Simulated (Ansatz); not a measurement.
Molecular dynamics, with input and output: H$_{3}$S (part 1 of 2)

System: H$_{3}$S, multiplicity 2.
Method: UKS PBE0/def2-TZVP (Ansatz 0.2.0).

It belongs to a series of runs on one base structure; here: dynamics from the start. Figures and captions count atoms from 1; the log counts them from 0 in places.

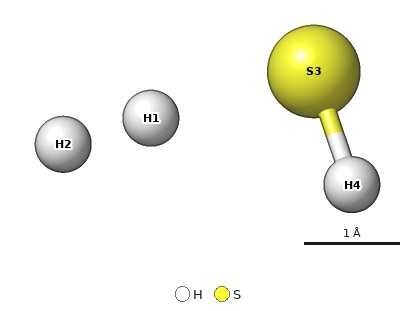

Fig. 1: The structure as given in the input (ball-and-stick view, seen at a tilt; atoms are numbered from 1 in the order of the input).

## Key numbers

- outcome: finished
- mean temperature over the second half: 1162 K
- trajectory: 150 steps, 75 fs
- ensemble: nve
- temperature in the input: 100.0 K
- time step: 0.5 fs
- potential energy (last step): −10878.1911 eV
- mean-field energy (last step): −10878.1911 eV
- ⟨S²⟩ (last step): 0.755
- largest force (length of the vector) (last step): 3.788 eV/Å
- hardware: 1 thread of Arm Neoverse V1, 24 GiB of memory available, shared host
- wall time: 5.5 min
- peak memory: 0.11 GiB

## Notes

So short a trajectory is not equilibrated.

## Input
```yaml
crystal:
  periodic: [false, false, false]
  atoms:
    - { symbol: H, position_ang: [-0.6607, 0.185, 0.2712] }
    - { symbol: H, position_ang: [-1.6252, 0.2702, 0.1973] }
    - { symbol: S, position_ang: [1.1219, 0.0034, 0.3893] }
    - { symbol: H, position_ang: [1.164, -0.4585, -0.8578] }
magnetization:
  spin_polarized: true
  initial_magnetization: 1
basis:
  gaussian: { orbitals: def2-TZVP }
hamiltonian:
  xc: pbe0
md:
  timestep: 0.5
  n_steps: 150
  ensemble: nve
  temperature: 100.0
  initial_velocities: maxwell_boltzmann
  seed: 477514
```

Launch command:
```bash
ansatz run input.yaml --threads 1 --pin off --max-ram 2048MiB --backend cpu --events-out ev --progress --plain --runs-dir out
```

## What the program printed
```
Engine: ansatz 0.2.0, aarch64-unknown-linux-gnu
Functional definition: PBE0
  parameter a = 0.25
  parameter kappa = 0.804
  parameter beta = 0.06672455060314922
  exchange = (1 - a)*pbe_x(kappa = kappa, mu = beta*pi^2/3) + a*exact_x
  correlation = pbe_c(beta = beta)
403 factors; their error is unknown
mean field evaluation 1: about -10877.7863 eV, gradient 6.5e0 eV
mean field evaluation 2: about -10877.9381 eV, gradient 5.4e0 eV
mean field evaluation 4: about -10878.0826 eV, gradient 3.7e-1 eV
mean field evaluation 8: about -10878.1064 eV, gradient 7.4e-2 eV
mean field evaluation 16: about -10878.1065 eV, gradient 1.7e-4 eV
mean field -10878.10647299 eV, -399.7630394371 hartree, gradient 2.1e-6 eV, S^2 0.764583; 2 other end points of the search recorded, 0 dependent functions left out
the calculation of the forces begins
reference -10878.10649519 eV, -399.7630402528 hartree; 10, 9 occupied and 45, 46 virtual orbitals, 403 factors
md step     0: t =     0.00 fs  T =   100.0 K  F+E_penalty+E_count = -10878.10647299 eV  E_kin = 0.025852 eV  conserved = -10878.08062099 eV  (76 SCF iters)
these checks for a lower state are left out or cut short: starts, cluster_reference, orbital_swaps, neighbouring_geometries, increment
403 factors; their error is unknown
mean field evaluation 32: about -10878.1152 eV, gradient 1.2e-3 eV
mean field -10878.13748877 eV, -399.7641792457 hartree, gradient 1.3e-5 eV, S^2 0.763934; 0 other end points of the search recorded, 0 dependent functions left out
the calculation of the forces begins
reference -10878.13751092 eV, -399.7641800599 hartree; 10, 9 occupied and 45, 46 virtual orbitals, 403 factors
md step     1: t =     0.50 fs  T =   219.5 K  F+E_penalty+E_count = -10878.13748877 eV  E_kin = 0.056754 eV  conserved = -10878.08073490 eV  (36 SCF iters)
[... from here on the SCF iterations and repeated set-up lines of each step are left out, up to the last step ...]
md step     2: t =     1.00 fs  T =   424.9 K  F+E_penalty+E_count = -10878.19085869 eV  E_kin = 0.109839 eV  conserved = -10878.08102005 eV  (36 SCF iters)
md step     3: t =     1.50 fs  T =   697.1 K  F+E_penalty+E_count = -10878.26199601 eV  E_kin = 0.180221 eV  conserved = -10878.08177515 eV  (35 SCF iters)
md step     4: t =     2.00 fs  T =   990.5 K  F+E_penalty+E_count = -10878.33949258 eV  E_kin = 0.256071 eV  conserved = -10878.08342171 eV  (36 SCF iters)
md step     5: t =     2.50 fs  T =  1212.9 K  F+E_penalty+E_count = -10878.39973660 eV  E_kin = 0.313565 eV  conserved = -10878.08617148 eV  (37 SCF iters)
md step     6: t =     3.00 fs  T =  1226.1 K  F+E_penalty+E_count = -10878.40600074 eV  E_kin = 0.316960 eV  conserved = -10878.08904050 eV  (51 SCF iters)
md step     7: t =     3.50 fs  T =   920.5 K  F+E_penalty+E_count = -10878.32660074 eV  E_kin = 0.237961 eV  conserved = -10878.08864009 eV  (51 SCF iters)
md step     8: t =     4.00 fs  T =   396.9 K  F+E_penalty+E_count = -10878.18440478 eV  E_kin = 0.102596 eV  conserved = -10878.08180923 eV  (49 SCF iters)
md step     9: t =     4.50 fs  T =    54.8 K  F+E_penalty+E_count = -10878.08913103 eV  E_kin = 0.014176 eV  conserved = -10878.07495531 eV  (50 SCF iters)
md step    10: t =     5.00 fs  T =   227.6 K  F+E_penalty+E_count = -10878.13761167 eV  E_kin = 0.058841 eV  conserved = -10878.07877045 eV  (55 SCF iters)
md step    11: t =     5.50 fs  T =   734.6 K  F+E_penalty+E_count = -10878.27687076 eV  E_kin = 0.189897 eV  conserved = -10878.08697375 eV  (50 SCF iters)
md step    12: t =     6.00 fs  T =  1135.0 K  F+E_penalty+E_count = -10878.38288003 eV  E_kin = 0.293426 eV  conserved = -10878.08945412 eV  (50 SCF iters)
md step    13: t =     6.50 fs  T =  1220.0 K  F+E_penalty+E_count = -10878.40257514 eV  E_kin = 0.315389 eV  conserved = -10878.08718624 eV  (37 SCF iters)
md step    14: t =     7.00 fs  T =  1051.2 K  F+E_penalty+E_count = -10878.35593523 eV  E_kin = 0.271751 eV  conserved = -10878.08418452 eV  (35 SCF iters)
md step    15: t =     7.50 fs  T =   770.7 K  F+E_penalty+E_count = -10878.28141732 eV  E_kin = 0.199246 eV  conserved = -10878.08217177 eV  (35 SCF iters)
md step    16: t =     8.00 fs  T =   487.5 K  F+E_penalty+E_count = -10878.20721318 eV  E_kin = 0.126024 eV  conserved = -10878.08118889 eV  (35 SCF iters)
md step    17: t =     8.50 fs  T =   259.2 K  F+E_penalty+E_count = -10878.14783323 eV  E_kin = 0.067016 eV  conserved = -10878.08081743 eV  (32 SCF iters)
md step    18: t =     9.00 fs  T =   109.8 K  F+E_penalty+E_count = -10878.10907642 eV  E_kin = 0.028376 eV  conserved = -10878.08070012 eV  (33 SCF iters)
md step    19: t =     9.50 fs  T =    47.6 K  F+E_penalty+E_count = -10878.09293880 eV  E_kin = 0.012298 eV  conserved = -10878.08064059 eV  (36 SCF iters)
md step    20: t =    10.00 fs  T =    76.8 K  F+E_penalty+E_count = -10878.10044002 eV  E_kin = 0.019860 eV  conserved = -10878.08057961 eV  (33 SCF iters)
md step    21: t =    10.50 fs  T =   200.8 K  F+E_penalty+E_count = -10878.13248711 eV  E_kin = 0.051909 eV  conserved = -10878.08057777 eV  (35 SCF iters)
md step    22: t =    11.00 fs  T =   418.3 K  F+E_penalty+E_count = -10878.18896992 eV  E_kin = 0.108132 eV  conserved = -10878.08083787 eV  (35 SCF iters)
md step    23: t =    11.50 fs  T =   712.0 K  F+E_penalty+E_count = -10878.26580730 eV  E_kin = 0.184066 eV  conserved = -10878.08174121 eV  (60 SCF iters)
md step    24: t =    12.00 fs  T =  1028.4 K  F+E_penalty+E_count = -10878.34962457 eV  E_kin = 0.265849 eV  conserved = -10878.08377532 eV  (38 SCF iters)
md step    25: t =    12.50 fs  T =  1255.7 K  F+E_penalty+E_count = -10878.41167890 eV  E_kin = 0.324631 eV  conserved = -10878.08704786 eV  (50 SCF iters)
md step    26: t =    13.00 fs  T =  1234.5 K  F+E_penalty+E_count = -10878.40912985 eV  E_kin = 0.319135 eV  conserved = -10878.08999470 eV  (49 SCF iters)
md step    27: t =    13.50 fs  T =   866.3 K  F+E_penalty+E_count = -10878.31223014 eV  E_kin = 0.223967 eV  conserved = -10878.08826342 eV  (48 SCF iters)
md step    28: t =    14.00 fs  T =   331.8 K  F+E_penalty+E_count = -10878.16534926 eV  E_kin = 0.085772 eV  conserved = -10878.07957705 eV  (59 SCF iters)
md step    29: t =    14.50 fs  T =   106.2 K  F+E_penalty+E_count = -10878.10168877 eV  E_kin = 0.027448 eV  conserved = -10878.07424088 eV  (47 SCF iters)
md step    30: t =    15.00 fs  T =   440.4 K  F+E_penalty+E_count = -10878.19508864 eV  E_kin = 0.113856 eV  conserved = -10878.08123220 eV  (46 SCF iters)
md step    31: t =    15.50 fs  T =  1000.3 K  F+E_penalty+E_count = -10878.34781491 eV  E_kin = 0.258610 eV  conserved = -10878.08920540 eV  (45 SCF iters)
md step    32: t =    16.00 fs  T =  1331.1 K  F+E_penalty+E_count = -10878.43404839 eV  E_kin = 0.344116 eV  conserved = -10878.08993264 eV  (51 SCF iters)
md step    33: t =    16.50 fs  T =  1306.6 K  F+E_penalty+E_count = -10878.42452795 eV  E_kin = 0.337774 eV  conserved = -10878.08675347 eV  (51 SCF iters)
md step    34: t =    17.00 fs  T =  1048.4 K  F+E_penalty+E_count = -10878.35465020 eV  E_kin = 0.271038 eV  conserved = -10878.08361188 eV  (69 SCF iters)
md step    35: t =    17.50 fs  T =   717.3 K  F+E_penalty+E_count = -10878.26712341 eV  E_kin = 0.185440 eV  conserved = -10878.08168332 eV  (51 SCF iters)
md step    36: t =    18.00 fs  T =   423.7 K  F+E_penalty+E_count = -10878.19027556 eV  E_kin = 0.109523 eV  conserved = -10878.08075288 eV  (52 SCF iters)
md step    37: t =    18.50 fs  T =   225.3 K  F+E_penalty+E_count = -10878.13859966 eV  E_kin = 0.058241 eV  conserved = -10878.08035893 eV  (52 SCF iters)
md step    38: t =    19.00 fs  T =   148.5 K  F+E_penalty+E_count = -10878.11858823 eV  E_kin = 0.038401 eV  conserved = -10878.08018686 eV  (55 SCF iters)
md step    39: t =    19.50 fs  T =   204.9 K  F+E_penalty+E_count = -10878.13310690 eV  E_kin = 0.052967 eV  conserved = -10878.08013942 eV  (53 SCF iters)
md step    40: t =    20.00 fs  T =   396.2 K  F+E_penalty+E_count = -10878.18277349 eV  E_kin = 0.102427 eV  conserved = -10878.08034697 eV  (50 SCF iters)
md step    41: t =    20.50 fs  T =   707.4 K  F+E_penalty+E_count = -10878.26405426 eV  E_kin = 0.182867 eV  conserved = -10878.08118736 eV  (45 SCF iters)
md step    42: t =    21.00 fs  T =  1085.7 K  F+E_penalty+E_count = -10878.36391792 eV  E_kin = 0.280684 eV  conserved = -10878.08323387 eV  (47 SCF iters)
md step    43: t =    21.50 fs  T =  1413.8 K  F+E_penalty+E_count = -10878.45233276 eV  E_kin = 0.365485 eV  conserved = -10878.08684761 eV  (45 SCF iters)
md step    44: t =    22.00 fs  T =  1504.4 K  F+E_penalty+E_count = -10878.47977962 eV  E_kin = 0.388905 eV  conserved = -10878.09087447 eV  (43 SCF iters)
md step    45: t =    22.50 fs  T =  1195.3 K  F+E_penalty+E_count = -10878.39970557 eV  E_kin = 0.308999 eV  conserved = -10878.09070615 eV  (41 SCF iters)
md step    46: t =    23.00 fs  T =   601.1 K  F+E_penalty+E_count = -10878.23697241 eV  E_kin = 0.155403 eV  conserved = -10878.08156962 eV  (43 SCF iters)
md step    47: t =    23.50 fs  T =   247.0 K  F+E_penalty+E_count = -10878.13677909 eV  E_kin = 0.063863 eV  conserved = -10878.07291565 eV  (42 SCF iters)
md step    48: t =    24.00 fs  T =   538.7 K  F+E_penalty+E_count = -10878.21880076 eV  E_kin = 0.139269 eV  conserved = -10878.07953168 eV  (49 SCF iters)
md step    49: t =    24.50 fs  T =  1169.2 K  F+E_penalty+E_count = -10878.39223863 eV  E_kin = 0.302259 eV  conserved = -10878.08997962 eV  (44 SCF iters)
md step    50: t =    25.00 fs  T =  1569.1 K  F+E_penalty+E_count = -10878.49731918 eV  E_kin = 0.405635 eV  conserved = -10878.09168411 eV  (44 SCF iters)
md step    51: t =    25.50 fs  T =  1543.6 K  F+E_penalty+E_count = -10878.48705829 eV  E_kin = 0.399050 eV  conserved = -10878.08800825 eV  (48 SCF iters)
md step    52: t =    26.00 fs  T =  1229.4 K  F+E_penalty+E_count = -10878.40190889 eV  E_kin = 0.317817 eV  conserved = -10878.08409144 eV  (46 SCF iters)
md step    53: t =    26.50 fs  T =   829.9 K  F+E_penalty+E_count = -10878.29611092 eV  E_kin = 0.214557 eV  conserved = -10878.08155426 eV  (46 SCF iters)
md step    54: t =    27.00 fs  T =   493.9 K  F+E_penalty+E_count = -10878.20789853 eV  E_kin = 0.127678 eV  conserved = -10878.08022054 eV  (47 SCF iters)
md step    55: t =    27.50 fs  T =   305.2 K  F+E_penalty+E_count = -10878.15851758 eV  E_kin = 0.078902 eV  conserved = -10878.07961521 eV  (48 SCF iters)
md step    56: t =    28.00 fs  T =   303.4 K  F+E_penalty+E_count = -10878.15790610 eV  E_kin = 0.078422 eV  conserved = -10878.07948398 eV  (41 SCF iters)
md step    57: t =    28.50 fs  T =   495.8 K  F+E_penalty+E_count = -10878.20807654 eV  E_kin = 0.128173 eV  conserved = -10878.07990378 eV  (50 SCF iters)
md step    58: t =    29.00 fs  T =   853.7 K  F+E_penalty+E_count = -10878.30197751 eV  E_kin = 0.220702 eV  conserved = -10878.08127571 eV  (47 SCF iters)
md step    59: t =    29.50 fs  T =  1291.1 K  F+E_penalty+E_count = -10878.41796667 eV  E_kin = 0.333783 eV  conserved = -10878.08418396 eV  (46 SCF iters)
md step    60: t =    30.00 fs  T =  1639.9 K  F+E_penalty+E_count = -10878.51270901 eV  E_kin = 0.423947 eV  conserved = -10878.08876213 eV  (45 SCF iters)
md step    61: t =    30.50 fs  T =  1665.9 K  F+E_penalty+E_count = -10878.52352167 eV  E_kin = 0.430666 eV  conserved = -10878.09285570 eV  (44 SCF iters)
md step    62: t =    31.00 fs  T =  1226.6 K  F+E_penalty+E_count = -10878.40719622 eV  E_kin = 0.317091 eV  conserved = -10878.09010519 eV  (42 SCF iters)
md step    63: t =    31.50 fs  T =   586.8 K  F+E_penalty+E_count = -10878.22934734 eV  E_kin = 0.151704 eV  conserved = -10878.07764340 eV  (47 SCF iters)
md step    64: t =    32.00 fs  T =   400.8 K  F+E_penalty+E_count = -10878.17607671 eV  E_kin = 0.103625 eV  conserved = -10878.07245126 eV  (69 SCF iters)
md step    65: t =    32.50 fs  T =   902.8 K  F+E_penalty+E_count = -10878.31749983 eV  E_kin = 0.233395 eV  conserved = -10878.08410505 eV  (48 SCF iters)
md step    66: t =    33.00 fs  T =  1540.8 K  F+E_penalty+E_count = -10878.49126752 eV  E_kin = 0.398333 eV  conserved = -10878.09293458 eV  (46 SCF iters)
md step    67: t =    33.50 fs  T =  1776.8 K  F+E_penalty+E_count = -10878.55097363 eV  E_kin = 0.459334 eV  conserved = -10878.09163953 eV  (45 SCF iters)
md step    68: t =    34.00 fs  T =  1569.0 K  F+E_penalty+E_count = -10878.49239998 eV  E_kin = 0.405615 eV  conserved = -10878.08678471 eV  (46 SCF iters)
md step    69: t =    34.50 fs  T =  1139.4 K  F+E_penalty+E_count = -10878.37732494 eV  E_kin = 0.294551 eV  conserved = -10878.08277361 eV  (47 SCF iters)
md step    70: t =    35.00 fs  T =   711.3 K  F+E_penalty+E_count = -10878.26429244 eV  E_kin = 0.183891 eV  conserved = -10878.08040118 eV  (48 SCF iters)
md step    71: t =    35.50 fs  T =   429.5 K  F+E_penalty+E_count = -10878.19031866 eV  E_kin = 0.111044 eV  conserved = -10878.07927465 eV  (51 SCF iters)
md step    72: t =    36.00 fs  T =   366.3 K  F+E_penalty+E_count = -10878.17370494 eV  E_kin = 0.094696 eV  conserved = -10878.07900918 eV  (77 SCF iters)
md step    73: t =    36.50 fs  T =   538.6 K  F+E_penalty+E_count = -10878.21878753 eV  E_kin = 0.139246 eV  conserved = -10878.07954174 eV  (50 SCF iters)
md step    74: t =    37.00 fs  T =   911.2 K  F+E_penalty+E_count = -10878.31673221 eV  E_kin = 0.235570 eV  conserved = -10878.08116241 eV  (47 SCF iters)
md step    75: t =    37.50 fs  T =  1382.0 K  F+E_penalty+E_count = -10878.44166075 eV  E_kin = 0.357275 eV  conserved = -10878.08438622 eV  (81 SCF iters)
md step    76: t =    38.00 fs  T =  1761.7 K  F+E_penalty+E_count = -10878.54474332 eV  E_kin = 0.455437 eV  conserved = -10878.08930634 eV  (78 SCF iters)
md step    77: t =    38.50 fs  T =  1794.9 K  F+E_penalty+E_count = -10878.55765142 eV  E_kin = 0.464028 eV  conserved = -10878.09362327 eV  (80 SCF iters)
md step    78: t =    39.00 fs  T =  1330.2 K  F+E_penalty+E_count = -10878.43439885 eV  E_kin = 0.343875 eV  conserved = -10878.09052419 eV  (80 SCF iters)
md step    79: t =    39.50 fs  T =   657.2 K  F+E_penalty+E_count = -10878.24703558 eV  E_kin = 0.169898 eV  conserved = -10878.07713799 eV  (45 SCF iters)
md step    80: t =    40.00 fs  T =   472.9 K  F+E_penalty+E_count = -10878.19442197 eV  E_kin = 0.122263 eV  conserved = -10878.07215855 eV  (52 SCF iters)
md step    81: t =    40.50 fs  T =  1001.1 K  F+E_penalty+E_count = -10878.34364629 eV  E_kin = 0.258813 eV  conserved = -10878.08483347 eV  (78 SCF iters)
md step    82: t =    41.00 fs  T =  1641.6 K  F+E_penalty+E_count = -10878.51799446 eV  E_kin = 0.424385 eV  conserved = -10878.09360907 eV  (80 SCF iters)
md step    83: t =    41.50 fs  T =  1848.3 K  F+E_penalty+E_count = -10878.56961135 eV  E_kin = 0.477826 eV  conserved = -10878.09178540 eV  (77 SCF iters)
md step    84: t =    42.00 fs  T =  1603.8 K  F+E_penalty+E_count = -10878.50122284 eV  E_kin = 0.414624 eV  conserved = -10878.08659902 eV  (81 SCF iters)
md step    85: t =    42.50 fs  T =  1150.7 K  F+E_penalty+E_count = -10878.37995599 eV  E_kin = 0.297492 eV  conserved = -10878.08246440 eV  (82 SCF iters)
md step    86: t =    43.00 fs  T =   721.9 K  F+E_penalty+E_count = -10878.26669669 eV  E_kin = 0.186614 eV  conserved = -10878.08008263 eV  (46 SCF iters)
md step    87: t =    43.50 fs  T =   463.4 K  F+E_penalty+E_count = -10878.19883569 eV  E_kin = 0.119805 eV  conserved = -10878.07903095 eV  (67 SCF iters)
md step    88: t =    44.00 fs  T =   443.3 K  F+E_penalty+E_count = -10878.19352980 eV  E_kin = 0.114591 eV  conserved = -10878.07893920 eV  (80 SCF iters)
md step    89: t =    44.50 fs  T =   667.3 K  F+E_penalty+E_count = -10878.25229018 eV  E_kin = 0.172512 eV  conserved = -10878.07977860 eV  (86 SCF iters)
md step    90: t =    45.00 fs  T =  1081.1 K  F+E_penalty+E_count = -10878.36135098 eV  E_kin = 0.279474 eV  conserved = -10878.08187733 eV  (86 SCF iters)
md step    91: t =    45.50 fs  T =  1554.1 K  F+E_penalty+E_count = -10878.48748118 eV  E_kin = 0.401766 eV  conserved = -10878.08571487 eV  (87 SCF iters)
md step    92: t =    46.00 fs  T =  1865.9 K  F+E_penalty+E_count = -10878.57334597 eV  E_kin = 0.482368 eV  conserved = -10878.09097747 eV  (86 SCF iters)
md step    93: t =    46.50 fs  T =  1757.2 K  F+E_penalty+E_count = -10878.54838480 eV  E_kin = 0.454278 eV  conserved = -10878.09410701 eV  (85 SCF iters)
md step    94: t =    47.00 fs  T =  1165.1 K  F+E_penalty+E_count = -10878.38870145 eV  E_kin = 0.301207 eV  conserved = -10878.08749453 eV  (84 SCF iters)
md step    95: t =    47.50 fs  T =   548.2 K  F+E_penalty+E_count = -10878.21521258 eV  E_kin = 0.141722 eV  conserved = -10878.07349064 eV  (84 SCF iters)
md step    96: t =    48.00 fs  T =   590.4 K  F+E_penalty+E_count = -10878.22724777 eV  E_kin = 0.152633 eV  conserved = -10878.07461454 eV  (79 SCF iters)
md step    97: t =    48.50 fs  T =  1241.5 K  F+E_penalty+E_count = -10878.40972172 eV  E_kin = 0.320965 eV  conserved = -10878.08875625 eV  (84 SCF iters)
md step    98: t =    49.00 fs  T =  1796.6 K  F+E_penalty+E_count = -10878.55857798 eV  E_kin = 0.464469 eV  conserved = -10878.09410867 eV  (83 SCF iters)
md step    99: t =    49.50 fs  T =  1854.4 K  F+E_penalty+E_count = -10878.56985129 eV  E_kin = 0.479403 eV  conserved = -10878.09044860 eV  (85 SCF iters)
md step   100: t =    50.00 fs  T =  1515.1 K  F+E_penalty+E_count = -10878.47692011 eV  E_kin = 0.391676 eV  conserved = -10878.08524408 eV  (87 SCF iters)
md step   101: t =    50.50 fs  T =  1041.5 K  F+E_penalty+E_count = -10878.35081882 eV  E_kin = 0.269238 eV  conserved = -10878.08158119 eV  (90 SCF iters)
md step   102: t =    51.00 fs  T =   646.6 K  F+E_penalty+E_count = -10878.24677991 eV  E_kin = 0.167167 eV  conserved = -10878.07961292 eV  (50 SCF iters)
md step   103: t =    51.50 fs  T =   453.7 K  F+E_penalty+E_count = -10878.19615185 eV  E_kin = 0.117287 eV  conserved = -10878.07886483 eV  (103 SCF iters)
md step   104: t =    52.00 fs  T =   511.2 K  F+E_penalty+E_count = -10878.21121510 eV  E_kin = 0.132152 eV  conserved = -10878.07906352 eV  (75 SCF iters)
md step   105: t =    52.50 fs  T =   805.9 K  F+E_penalty+E_count = -10878.28865908 eV  E_kin = 0.208354 eV  conserved = -10878.08030508 eV  (93 SCF iters)
md step   106: t =    53.00 fs  T =  1258.3 K  F+E_penalty+E_count = -10878.40830599 eV  E_kin = 0.325292 eV  conserved = -10878.08301425 eV  (91 SCF iters)
md step   107: t =    53.50 fs  T =  1703.6 K  F+E_penalty+E_count = -10878.52796766 eV  E_kin = 0.440411 eV  conserved = -10878.08755703 eV  (91 SCF iters)
md step   108: t =    54.00 fs  T =  1891.2 K  F+E_penalty+E_count = -10878.58170193 eV  E_kin = 0.488925 eV  conserved = -10878.09277740 eV  (85 SCF iters)
md step   109: t =    54.50 fs  T =  1591.6 K  F+E_penalty+E_count = -10878.50469382 eV  E_kin = 0.411459 eV  conserved = -10878.09323516 eV  (89 SCF iters)
md step   110: t =    55.00 fs  T =   907.8 K  F+E_penalty+E_count = -10878.31688280 eV  E_kin = 0.234692 eV  conserved = -10878.08219098 eV  (85 SCF iters)
```
